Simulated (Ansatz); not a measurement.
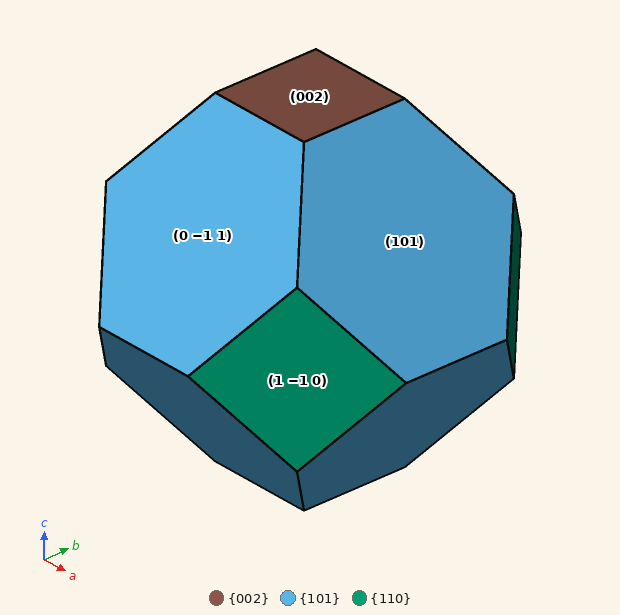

BeC2, space group I4/mmm (No. 139), a = 3.420 Å, b = 3.420 Å, c = 4.675 Å, α = 90.00°, β = 90.00°, γ = 90.00°. The shape was computed with the Donnay–Harker form of the Bravais–Friedel law: planes with larger spacing d grow more slowly and so show as larger faces; centring, glide planes and screw axes halve or divide d. Origin: the geometry relaxed (final pressure about 5 GPa) with DFT PBEsol, scalar-relativistic, plane waves, PAW (Ansatz); the starting structure was generated, so it need not be a known form of this composition. Forms under 0.4 % of the area are left out.

### How many faces does the whole crystal have, by form?

14 faces: 8 of {101}, 4 of {110} and 2 of {002}.

### Describe the habit.

It is roughly equant (blocky). Widths along a, b and c stand as 1.00 : 1.00 : 0.95.

### Which form makes up most of the surface, and how much?

{101}, with 8 faces and about 78 % of the area; its spacing is d = 2.760 Å.

### List the forms with their spacings and shares.

| form | faces | d (Å) | share of area (%) |
| --- | --- | --- | --- |
| {101} | 8 | 2.760 | 77.5 |
| {110} | 4 | 2.419 | 16.2 |
| {002} | 2 | 2.338 | 6.3 |
